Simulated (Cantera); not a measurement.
A closed system holds: 1 mol SiCl₄, 0.11 mol NH₃, 9.2 mol H₂, at 133 Pa.

Method: chemical equilibrium by Gibbs-energy minimisation in Cantera with the NASA 1993 tables (ideal gas, pure condensed phases). Candidate condensed phases: NH₄Cl, Si, Si₃N₄; 28 gas species. The tables' values for SiCl, SiCl₃, SiN are old estimates; treat these amounts as uncertain. Gases not in the tables: Si₂H₆ and higher silanes. Rates play no part.

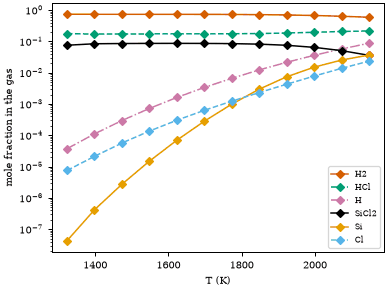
Figure. Equilibrium gas composition (values under 1e-9 drawn at 1e-9)

Question: Read off the mole fractions at 1398 K.

Answer: H₂ about 0.74, HCl about 0.17, SiCl₂ about 0.084, H about 0.00011, Cl about 2.1e-5, Si about 4.2e-7.
